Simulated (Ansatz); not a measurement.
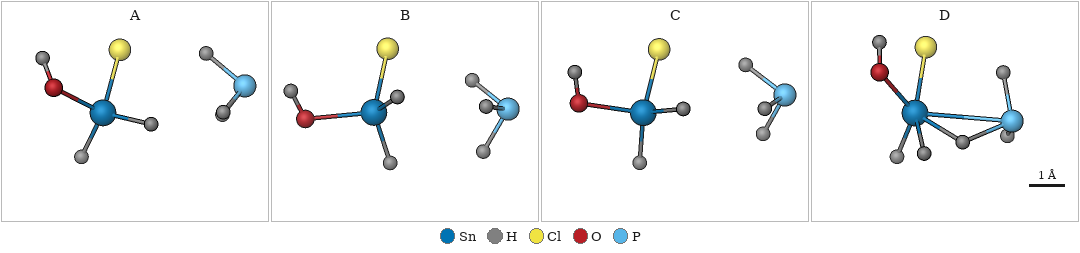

4 geometries from a converged minimum-energy path of SnPH₆OCl, made up at the start of SnH3OCl and PH₃, shuffled. Style: ball-and-stick. Shown at a tilt.

Computed with RKS LDA/def2-SVP in Ansatz 0.2.0. Set-up: 7 movable images; climbing image; force threshold 0.03 eV/Å; iteration limit 60; starting path through a guess of the saddle point.

Q: One of them is the converged climbing image. Which?

A: D. In order along the path, whose images run from 0 to 8: B (image 0, 0.00 eV), C (image 1, +0.04 eV), A (image 2, +0.08 eV), D (image 4, +1.77 eV). Breaking: H–P (1.44 → 3.12 Å), H–Sn (1.72 → 3.10 Å). Forming: H–H (2.62 → 0.79 Å), P–Sn (3.86 → 2.50 Å).

Limits of the set-up: the start holds two separate molecules, 2.6 Å apart at their closest, whose relative position is a soft coordinate and is computed without a dispersion correction.

The run took 4.8 min on 2 threads of Arm Neoverse V2, on a shared host, peak memory 0.14 GiB.
